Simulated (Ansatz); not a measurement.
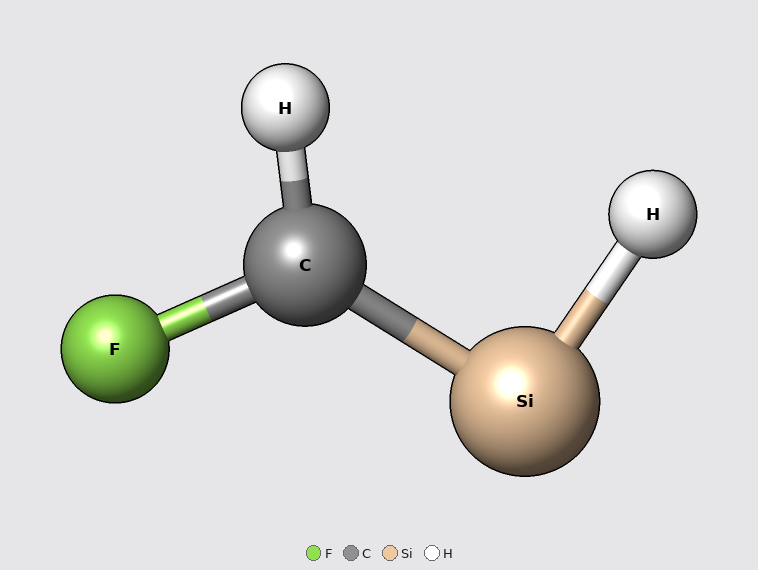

State: charge −1, singlet. The geometry was computed by an optimisation with PBE0-D4/def2-TZVPD. No frequency run is at hand to confirm it as a minimum. Method: RHF-CCSD(T), frozen core/def2-TZVPPD (Ansatz 0.2.0).

### What is the T1 diagnostic?

0.018.
